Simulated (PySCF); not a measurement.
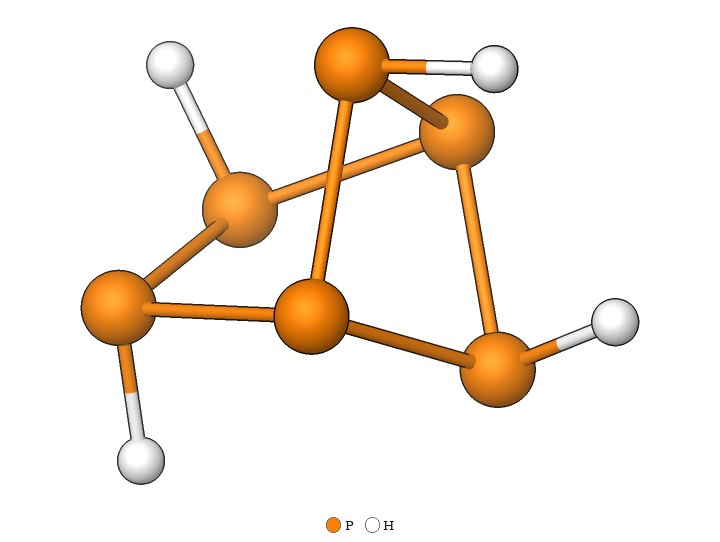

The computed structure is the end point of a GFN2-xTB optimisation. No frequency run is at hand to confirm it as a minimum.

Draw it as a skeletal formula.

SMILES: [pH]1[pH]p2[pH]p1[pH]2

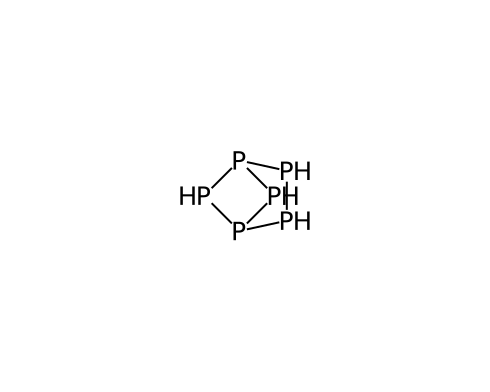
